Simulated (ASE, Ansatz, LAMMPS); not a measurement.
# Localised basis functions on (9,0) carbon nanotube in a second wall (216 atoms)

Wanted: errors and times of a linear-scaling basis for (9,0) carbon nanotube in a second wall (216 atoms). A setting counts as converged where the r.m.s. difference of forces stays under 1 % of the r.m.s. force.

Main program and level: Ansatz 0.2.0; Kohn-Sham DFT, r2SCAN+D4, PAW (set soft_2), plane waves.

**1. Set-up**

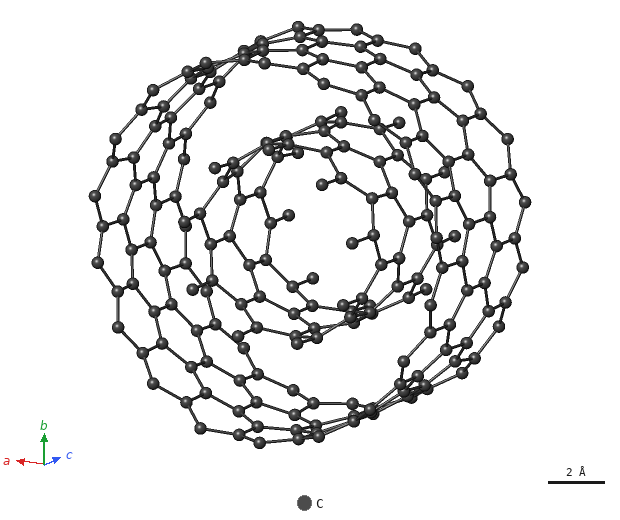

The cell as given, at a slant to the c axis (carbon dark grey).

The cell holds 216 atoms: 216 C. Its edges and angles: a = 24.095 Å, b = 24.095 Å, c = 8.522 Å, α = 90.0°, β = 90.0°, γ = 90.0°. It derives from C (graphene). Graphene sheet (a = 2.46 Å) rolled into a (9,0) tube of diameter 7.05 Å inside an (18, 0) tube, 2 periods, 10 Å of vacuum; then minimised and run for 3 ps at 300 K (NVT) with a classical potential, last frame taken. Regions: inner wall, 72 atoms (72 C); outer wall, 144 atoms (144 C). Vacuum lies along a and b. The structure repeats along c.

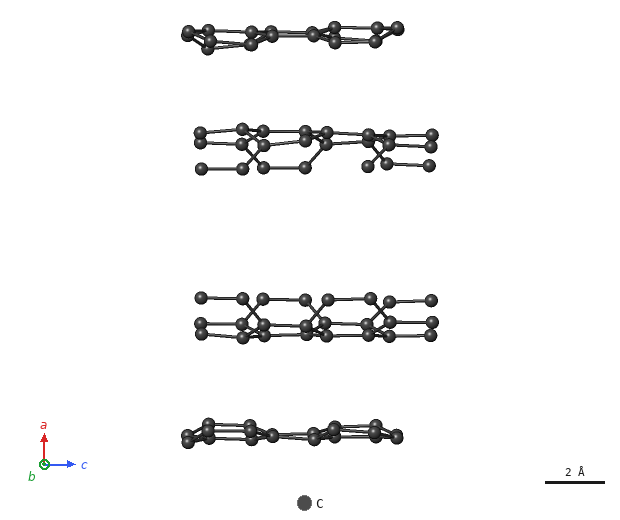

A slice 6 Å thick through the middle of the cell.

Limits known from the start: Beside vacuum, support functions can miss their usual error bounds without a warning. Sampling is at Γ alone, for a cell whose periodic width is 9 Å.

**2. Making the structure**

A classical potential prepares the built cell, by minimisation and a short run of dynamics.

This step: classical potential: AIREBO (Stuart, Tutein and Harrison, J. Chem. Phys. 112, 6472 (2000)) (LAMMPS stable Jul 2025 - Update 4).

The input, in.lammps:

```
units metal
atom_style atomic
boundary p p p
atom_modify map array
read_data structure.data
pair_style airebo 3.0 1 1
pair_coeff * * CH.airebo C
thermo_style custom step temp pe press lx ly lz fmax
thermo 300
min_style cg
minimize 0 1e-4 3000 30000
reset_timestep 0
timestep 0.001
velocity all create 600 50275 dist gaussian
fix md all nvt temp 300 300 0.1
run 3000
write_data relaxed.data nocoeff
```

Run with:

```bash
$ lmp -in in.lammps -log log.lammps -screen none -nocite
```

Log:

```text
LAMMPS (22 Jul 2025 - Update 4)
  216 atoms
   Step          Temp          PotEng         Press            Lx             Ly             Lz            Fmax     
         0   0             -1595.4979     -39495.86       24.094762      24.094762      8.52169        0.13536715   
        35   0             -1596.6288     -22880.886      24.094762      24.094762      8.52169        1.1171892e-05
Loop time of 1.03419 on 1 procs for 35 steps with 216 atoms
Minimization stats:
  Stopping criterion = force tolerance
  Energy initial, next-to-last, final = 
     -1595.49790275782  -1596.62880275586  -1596.62880275598
  Force two-norm initial, final = 1.9357795 9.6275178e-05
  Force max component initial, final = 0.13536715 1.1171892e-05
  Iterations, force evaluations = 35 70
   Step          Temp          PotEng         Press            Lx             Ly             Lz            Fmax     
[... 2 lines left out ...]
       600   299.6124      -1587.6523     -18684.192      24.094762      24.094762      8.52169        5.2549518    
       900   262.15816     -1588.2372     -23030.878      24.094762      24.094762      8.52169        5.0471674    
      1200   273.41488     -1588.6239     -20336.957      24.094762      24.094762      8.52169        5.3250282    
      1500   299.4071      -1587.753      -20848.713      24.094762      24.094762      8.52169        4.2343264    
      1800   281.45859     -1588.6918     -23484.686      24.094762      24.094762      8.52169        4.209184     
      2100   299.11592     -1588.258      -19652.753      24.094762      24.094762      8.52169        4.8944483    
      2400   302.5066      -1588.9077     -25237.951      24.094762      24.094762      8.52169        4.5727872    
      2700   293.07057     -1587.4008     -20024.411      24.094762      24.094762      8.52169        5.6250484    
      3000   281.39496     -1588.4337     -25155.921      24.094762      24.094762      8.52169        3.2660256    
Loop time of 27.0115 on 1 procs for 3000 steps with 216 atoms
```

It took 29 s on 1 thread of Intel Xeon at 2.80GHz (Skylake/Cascade Lake), shared host.

**3. Plane-wave single point**

This run is the reference for what follows, at a cutoff of 500 eV.

The input, input.yaml:

```yaml
crystal:
  lattice:
    - [24.09476, 0.0, 0.0]
    - [0.0, 24.09476, 0.0]
    - [0.0, 0.0, 8.52169]
  atoms:
    - { symbol: C, position: [0.64504, 0.47661, 0.31199] }
    - { symbol: C, position: [0.64773, 0.52876, 0.22908] }
    - { symbol: C, position: [0.62491, 0.57402, 0.31472] }
    - { symbol: C, position: [0.59177, 0.61188, 0.2301] }
    - { symbol: C, position: [0.64315, 0.52838, 0.56586] }
    - { symbol: C, position: [0.63152, 0.57824, 0.47984] }
    - { symbol: C, position: [0.54887, 0.6403, 0.3125] }
    - { symbol: C, position: [0.49851, 0.64922, 0.23086] }
    - { symbol: C, position: [0.59808, 0.61949, 0.56378] }
    - { symbol: C, position: [0.54938, 0.64028, 0.47839] }
    - { symbol: C, position: [0.45036, 0.63588, 0.32009] }
    - { symbol: C, position: [0.40916, 0.60659, 0.23008] }
    - { symbol: C, position: [0.50061, 0.64742, 0.56687] }
    - { symbol: C, position: [0.45253, 0.63389, 0.48725] }
    - { symbol: C, position: [0.37227, 0.57376, 0.31447] }
    - { symbol: C, position: [0.35412, 0.5248, 0.2312] }
    - { symbol: C, position: [0.40739, 0.60929, 0.57042] }
    - { symbol: C, position: [0.37044, 0.57128, 0.48222] }
    - { symbol: C, position: [0.3571, 0.47402, 0.31637] }
    - { symbol: C, position: [0.37311, 0.42646, 0.22716] }
    - { symbol: C, position: [0.35669, 0.52353, 0.56434] }
    - { symbol: C, position: [0.35873, 0.47228, 0.48505] }
    - { symbol: C, position: [0.40848, 0.38884, 0.31097] }
    - { symbol: C, position: [0.44966, 0.35876, 0.22859] }
    - { symbol: C, position: [0.37468, 0.42306, 0.55762] }
    - { symbol: C, position: [0.40715, 0.3849, 0.47939] }
    - { symbol: C, position: [0.50133, 0.35048, 0.311] }
    - { symbol: C, position: [0.55078, 0.36462, 0.22492] }
    - { symbol: C, position: [0.45029, 0.35938, 0.5645] }
    - { symbol: C, position: [0.50024, 0.35172, 0.47389] }
    - { symbol: C, position: [0.59358, 0.39002, 0.31326] }
    - { symbol: C, position: [0.62665, 0.42877, 0.2269] }
    [... 178 atom lines left out ...]
    - { symbol: C, position: [0.77641, 0.40413, 0.59501] }
    - { symbol: C, position: [0.78376, 0.45279, 0.5068] }
    - { symbol: C, position: [0.75147, 0.35891, 0.84037] }
    - { symbol: C, position: [0.772, 0.40486, 0.76107] }
    - { symbol: C, position: [0.78827, 0.45458, 0.84803] }
    - { symbol: C, position: [0.7903, 0.50487, 0.7665] }
kpoints:
  mp_grid: { grid: [1, 1, 1] }
hamiltonian:
  xc: r2scan
  dispersion: d4
scf:
  occupations: { method: gaussian, width: 0.025 }
output:
  forces: true
  populations: true
  dos:
    method: { smearing: { sigma: 0.08 } }
    de: 0.1
    projected:
      site_lists:
        C: [C]
        inner_wall: [0, 1, 2, 3, 4, 5, 6, 7, 8, 9, 10, 11, 12, 13, 14, 15, 16, 17, 18, 19, 20, 21, 22, 23, 24, 25, 26, 27, 28, 29, 30, 31, 32, 33, 34, 35, 108, 109, 110, 111, 112, 113, 114, 115, 116, 117, 118, 119, 120, 121, 122, 123, 124, 125, 126, 127, 128, 129, 130, 131, 132, 133, 134, 135, 136, 137, 138, 139, 140, 141, 142, 143]
  eigenvalues: true
  write_density: true
  write_potential: true
  volumetric_format: npy
```

Run with:

```bash
$ ansatz run input.yaml --threads 8 --pin off --max-ram 15872MiB --backend cpu --events-out ev --progress --plain --runs-dir out
```

Log:

```text
Engine: ansatz 0.2.0, aarch64-unknown-linux-gnu
Pseudopotentials: kind: paw
Pseudopotential: C, paw, valence charge 4, recommended cutoff 500 eV (meta_gga), C.paw.azcp
[... 6 lines on functional and potentials left out ...]
Crystal: 216 atoms, lattice volume = 4947.331 Å³
Basis set: ecut = 500 eV, 125711 PW (Γ), exchange–correlation on 720×720×256 points (64 copies of the dense FFT grid, shifted against one another)
Bands: 648, of which v1, the nominal top of the filled ones, is band 432 counted from 1 (431 counted from 0)
Symmetry: 1 space group operations
Space group: P1 (ITA 1), of the structure as read, at distance tolerance 1.7e-4 Å
k-points: 1
[... 4 lines on functional and potentials left out ...]
Initial density: superposition of atomic densities (neutral atoms: chi_scale 0, normalization atom), corrected by the library's trained network
Initial wavefunctions: pseudopotential atomic-orbital guess
Functional: x = r2scan, c = r2scan; τ floored in thin density (d = 2e-4 eV/Å³)
SCF iter   1: F=—  HF=-54323.337832 eV  |F-HF|=—  |Δ(HF+E_count)|=         —  Δρ=6.26e-3  dr2=9.62e0  dr2_τ=4.58e1  ethr=1.77e-3  ⟨swp⟩=7.0  Hψ=3324  notcnv=0  defer=189
preconditioner: auto → LDOS  [insulator: Δε(μ)=0.026 eV  Ē_g=15.726 eV  σ=0.025 eV  W_gap=0.54  n_scr=740 (ndim 8)  ℏωp=15.5 eV  f_vac=0.599  D(μ)=69.33/eV (n_scr^D=356)  ε∞_Penn≈2.0  β→1.0]
SCF iter   2: F=—  HF=-54327.800260 eV  |F-HF|=—  |Δ(HF+E_count)|=    4.46e0  Δρ=5.73e-3  dr2=1.36e1  dr2_τ=2.84e-1  ethr=1.11e-3  ⟨swp⟩=3.0  Hψ=1131  notcnv=0  defer=209
SCF iter   3: F=—  HF=-54327.332034 eV  |F-HF|=—  |Δ(HF+E_count)|=   4.68e-1  Δρ=1.93e-3  dr2=2.70e-1  dr2_τ=2.01e-2  ethr=1.11e-3  ⟨swp⟩=2.0  Hψ=440  notcnv=0  defer=209
SCF iter   4: F=—  HF=-54327.332568 eV  |F-HF|=—  |Δ(HF+E_count)|=   5.34e-4  Δρ=8.55e-4  dr2=4.90e-2  dr2_τ=1.05e-2  ethr=3.12e-5  ⟨swp⟩=2.0  Hψ=1137  notcnv=0  defer=203
SCF iter   5: F=—  HF=-54327.329659 eV  |F-HF|=—  |Δ(HF+E_count)|=   2.91e-3  Δρ=3.01e-4  dr2=8.68e-3  dr2_τ=6.30e-4  ethr=5.67e-6  ⟨swp⟩=2.0  Hψ=755  notcnv=0  defer=203
SCF iter   6: F=—  HF=-54327.329831 eV  |F-HF|=—  |Δ(HF+E_count)|=   1.72e-4  Δρ=1.69e-4  dr2=2.49e-3  dr2_τ=1.11e-4  ethr=1.01e-6  ⟨swp⟩=2.0  Hψ=761  notcnv=0  defer=203
SCF iter   7: F=—  HF=-54327.329746 eV  |F-HF|=—  |Δ(HF+E_count)|=   8.55e-5  Δρ=9.65e-5  dr2=9.83e-4  dr2_τ=4.33e-5  ethr=2.88e-7  ⟨swp⟩=2.0  Hψ=773  notcnv=0  defer=203
SCF iter   8: F=—  HF=-54327.329709 eV  |F-HF|=—  |Δ(HF+E_count)|=   3.68e-5  Δρ=5.66e-5  dr2=4.92e-4  dr2_τ=1.23e-5  ethr=1.14e-7  ⟨swp⟩=3.0  Hψ=912  notcnv=0  defer=203
SCF iter   9: F=—  HF=-54327.329714 eV  |F-HF|=—  |Δ(HF+E_count)|=   4.48e-6  Δρ=3.22e-5  dr2=1.37e-4  dr2_τ=5.65e-6  ethr=5.70e-8  ⟨swp⟩=3.0  Hψ=757  notcnv=0  defer=203
SCF iter  10: F=—  HF=-54327.329699 eV  |F-HF|=—  |Δ(HF+E_count)|=   1.49e-5  Δρ=1.89e-5  dr2=6.07e-5  dr2_τ=1.37e-6  ethr=1.58e-8  ⟨swp⟩=3.0  Hψ=841  notcnv=0  defer=203
SCF iter  11: F=—  HF=-54327.330890 eV  |F-HF|=—  |Δ(HF+E_count)|=   1.19e-3  Δρ=1.14e-5  dr2=1.69e-5  dr2_τ=4.46e-7  ethr=7.03e-9  ⟨swp⟩=2.0  Hψ=544  notcnv=0  defer=203
SCF iter  12: F=—  HF=-54327.330890 eV  |F-HF|=—  |Δ(HF+E_count)|=   1.04e-7  Δρ=6.66e-6  dr2=4.58e-6  dr2_τ=2.41e-7  ethr=1.95e-9  ⟨swp⟩=2.0  Hψ=577  notcnv=0  defer=203
SCF iter  13: F=—  HF=-54327.330890 eV  |F-HF|=—  |Δ(HF+E_count)|=   1.04e-7  Δρ=3.80e-6  dr2=1.46e-6  dr2_τ=4.68e-8  ethr=5.30e-10  ⟨swp⟩=2.0  Hψ=774  notcnv=0  defer=203
SCF iter  14: F=—  HF=-54327.330890 eV  |F-HF|=—  |Δ(HF+E_count)|=   1.13e-7  Δρ=2.18e-6  dr2=5.72e-7  dr2_τ=2.25e-8  ethr=1.69e-10  ⟨swp⟩=3.0  Hψ=838  notcnv=0  defer=203
SCF iter  15: F=—  HF=-54327.330890 eV  |F-HF|=—  |Δ(HF+E_count)|=   6.36e-8  Δρ=1.33e-6  dr2=2.42e-7  dr2_τ=6.10e-9  ethr=6.63e-11  ⟨swp⟩=3.0  Hψ=778  notcnv=0  defer=203
SCF iter  16: F=-54327.330890 eV  HF=-54327.330890 eV  |F-HF|=4.74e-8  |Δ(HF+E_count)|=   2.55e-8  Δρ=8.29e-7  dr2=9.97e-8  dr2_τ=2.59e-9  ethr=1.16e-11  ⟨swp⟩=34.0  Hψ=7789  notcnv=0
SCF 1 converged in 16 iterations: F = -54327.330890 eV  dr2 = 9.97e-8
  greatest PAW one-centre occupation: 0.703 electrons in one spin orbital (limit 2), on the C atom at site 191 (counted from 0), in its partial waves of l = 0
WARN: The output density's exchange-correlation potential varies sharply where the density is thin. Do not read a vacuum level from v_tot or v_xc, or from such a field of the output density. On a cell that repeats whose density bears no net charge and no dipole along the vacuum's axis use v_es (v_loc + v_h of the components); [...]
SCF converged after 16 iterations
Free energy (F): -54327.330890 eV
Harris-Foulkes:  -54327.330890 eV  (|F-HF|=4.74e-8)
Internal energy: -54327.309130 eV  (E = F + TS)
E sigma→0 (E₀):  -54327.320010 eV
Entropy (-TS):   -0.021760 eV (-0.101 meV/atom)
Fermi energy:    0.087596 eV
--- Per-component energies (eV) ---
  E_band       = -8422.531947
  E_kinetic    = 19710.711634
  E_local      = -473956.837100  (includes V_loc(G=0)·N_el)
  E_nonlocal   = 5841.061028
  E_hartree    = 227398.580503
  E_xc         = -10207.217731
  E_vxc        = -14146.242864  (∫ρ·V_xc dr)
  E_paw        = -21794.930837  (= ΣΔE_a)
  E_vpaw       = -1465.030007  (= ΣTr[D̂ρ^β])
  E_aug_tail   = 0.001128  (compensation charges beyond the density's cutoff)
  E_vtau       = 796.670214  (kinetic-family band-sum trace: ∫τ·v_τ [+ j·A + Jᵃ·Aᵃ] dr)
  E_ewald      = 198698.610116
  E_disp       = -11.936744  (pairwise vdW)
  E_core_change = -5.351127  (= ΣΔE_core)
  E_smearing   = -0.021760  (= −TS)
  E_closure    = -0.000000  (closes the sum)
  Σ components = -54327.330890   (vs F -54327.330890, Δ=0.00e0)
--- Forces (eV/Å), atoms counted from 1 ---
  atom   1  C      0.02161522     0.46026824    -1.11798104
  atom   2  C     -1.42934091    -0.78416736     0.65815608
  atom   3  C      1.69015451     0.45151160    -0.72183788
  atom   4  C     -0.61463239     1.26332451     1.41248892
  atom   5  C      0.55301033     0.28542394    -1.30837810
  atom   6  C     -1.66610802     0.42019599     1.07750462
  atom   7  C      0.74326921    -0.74521430    -0.21430700
  atom   8  C      0.45931475     0.38754063     0.90013744
  atom   9  C     -1.07688559    -1.21406184    -2.33203439
  atom  10  C      1.98237720     0.05151803     1.43252746
  atom  11  C      0.27212875    -0.37259085    -1.96411026
  atom  12  C      0.09146076     1.84859293     2.24649679
  atom  13  C      1.41629638     0.24566576    -0.89140434
  atom  14  C     -2.98788156    -0.18364856    -0.28604617
[...]
atom 215  C     -1.74244030    -1.29774760    -1.47398220
  atom 216  C      1.62091650     0.01171482    -0.68283531
  max |Σ_I F_I| component: 2.44e-4 eV/Å
--- Band table (eV) ---
  k-point 0: bands = ["-21.1568", "-20.9769", "-20.9486", "-20.9316", [... 632 levels ...], "8.2642", "8.2770", "8.2835", "8.3078", "8.3222", "8.3397", "8.3469", "8.3600", "8.3698", "8.3782", "8.3957", "8.4209"]
--- Löwdin populations: 216 sites ---
  site symbol       q [e]
     0      C      3.9470
     1      C      3.9819
     2      C      3.9490
[...]
215      C      3.9508
  spilling = 0.009995 (of n_electrons = 864.000000)
```

Elapsed: 4.5 min, on 8 threads of Arm Neoverse V1, shared host; peak memory 14 GiB; 34 min of CPU time.

The program notes that it cut back its work space to fit the memory limit and the exchange-correlation potential is rough where the density is thin.

Numbers from this run:

| Property | Result |
| --- | --- |
| free energy | -54327.3309 eV |
| free energy per atom | -251.5154 eV/atom |
| SCF cycles | 16 |
| r.m.s. force component | 1.161 eV/Å |
| longest force | 4.542 eV/Å |
| Fermi energy | 0.0876 eV |
| levels partly filled by over 2 per cent | 2 |
| spilling of the projection | 0.009995 |

Length of the force by element:

```
element  coordination  atoms  mean length of the force (eV/Å)  spread  least  most
      C           all    216                             1.85   0.777  0.329  4.54
```

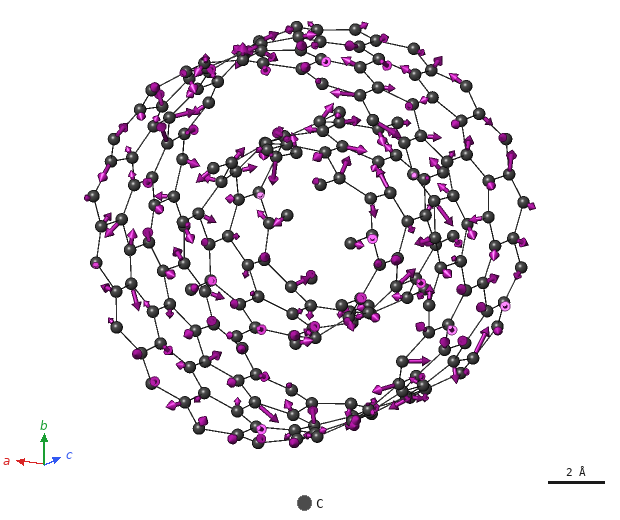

Forces as arrows; the longest in the cell is 4.54 eV/Å.

The mean of these charges, 0.040 e, is only the charge that the projection spills.

Löwdin charges by element (they lack the spilled electrons, 0.040 e an atom on average):

```csv
element,coordination,atoms,mean charge (e),spread,least,most
C,all,216,0.04,0.0105,-0.0013,0.061
```

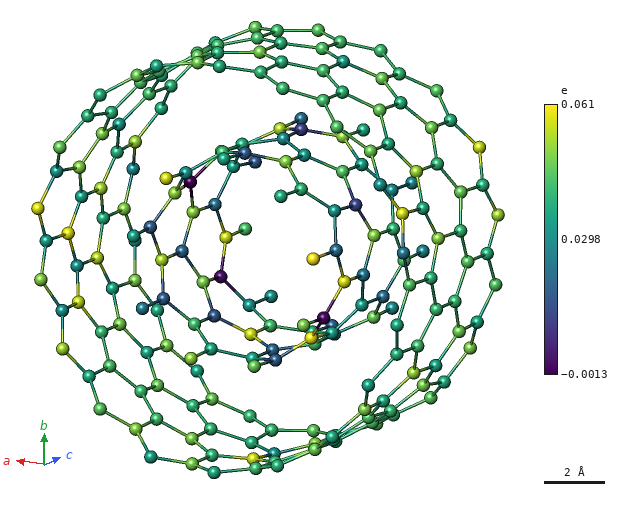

Atoms coloured by Löwdin charge.

By region:

| region | atoms | mean length of the force (eV/Å) |
| --- | --- | --- |
| inner wall | 72 | 1.68 |
| outer wall | 144 | 1.94 |

States in the cell by windows of 1 eV, zero at the Fermi level; the larger projections on atomic orbitals stand beside the total:

| from (eV) | to (eV) | total | C p | inner wall | C s |
| --- | --- | --- | --- | --- | --- |
| -14 | -13 | 50.4 | 31.8 | 19.9 | 18.0 |
| -13 | -12 | 18.3 | 11.7 | 4.0 | 6.5 |
| -12 | -11 | 29.9 | 23.6 | 11.8 | 6.0 |
| -11 | -10 | 30.7 | 25.2 | 8.6 | 5.2 |
| -10 | -9 | 31.1 | 25.3 | 11.3 | 5.6 |
| -9 | -8 | 71.5 | 60.8 | 24.5 | 9.9 |
| -8 | -7 | 89.9 | 85.5 | 31.4 | 3.5 |
| -7 | -6 | 82.9 | 79.2 | 26.2 | 3.0 |
| -6 | -5 | 67.1 | 65.4 | 20.6 | 1.2 |
| -5 | -4 | 37.4 | 36.5 | 9.8 | 0.7 |
| -4 | -3 | 52.9 | 52.4 | 19.8 | 0.3 |
| -3 | -2 | 41.6 | 41.2 | 13.3 | 0.3 |
| -2 | -1 | 17.0 | 16.8 | 7.6 | 0.1 |
| -1 | 0 | 16.0 | 15.8 | 3.9 | 0.1 |
| 0 | 1 | 25.9 | 25.0 | 12.4 | 0.4 |
| 1 | 2 | 29.4 | 28.0 | 4.4 | 0.4 |
| 2 | 3 | 23.2 | 21.6 | 8.1 | 0.1 |
| 3 | 4 | 22.4 | 15.3 | 6.4 | 0.2 |
| 4 | 5 | 41.5 | 22.8 | 11.3 | 1.1 |

The curve was stored every 0.100 eV, coarse against its broadening of 0.08 eV, so these counts are rough.

Between -22 and -14 eV lie 227 more states.

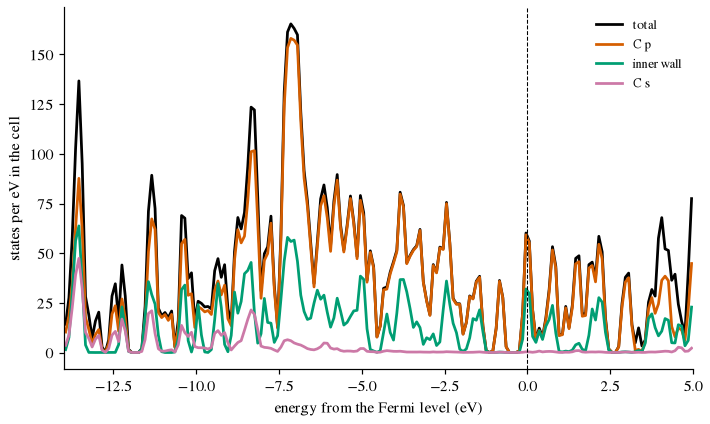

Total and projected density of states, with the broadening of the input.

The levels nearest the highest filled one (over half full), pooled over k-points and spins:

```
level less the highest filled one (eV)  occupation
                                -0.786           2
                                -0.751           2
                               -0.0701           2
                               -0.0557           2
                               -0.0213        1.96
                                     0        1.62
                                0.0302       0.407
                                0.0606       0.011
                                 0.106           0
                                 0.124           0
                                 0.355           0
                                 0.555           0
```

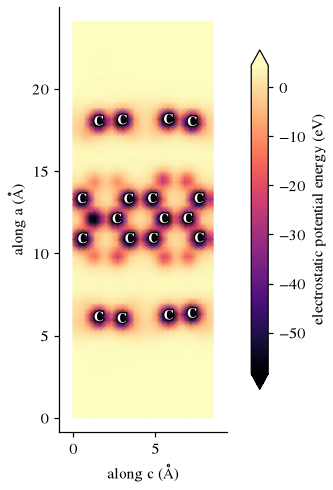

Electrostatic potential energy in the ca plane at fractional y = 0.359, with atoms of C within 0.2 Å of it. With pseudopotentials it is smooth inside the atoms' cores, unlike the true potential. The map starts off the cell's origin, so that atoms lie inside it.

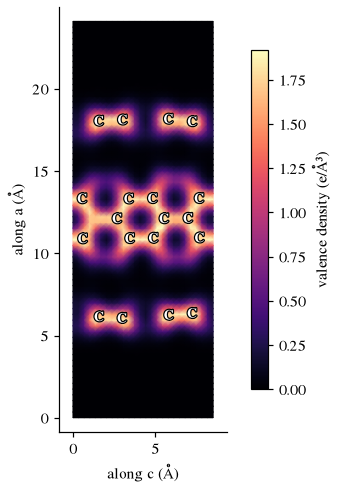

Valence density in the ca plane at fractional y = 0.359, with atoms of C within 0.2 Å of it. It is the smooth field of the valence electrons, not physical close to the nuclei. The map starts off the cell's origin, so that atoms lie inside it.

Löwdin charges run from -0.00 to +0.06 e, about a mean that is the spilled charge alone. Within 0.4 eV of the Fermi level the largest share is C p (99 % of the projected weight).

(Continued in part 2 of 2.)

[Logs are printed without paths, hosts, clocks, repeated set-up lines and the standing remarks that a program may print on its own settings, such as how far it seeks lower states.]

[Hosts, paths, dates, database ids (printed as entryN), source tags and the programs' standing remarks are cut or masked in the printed files.]
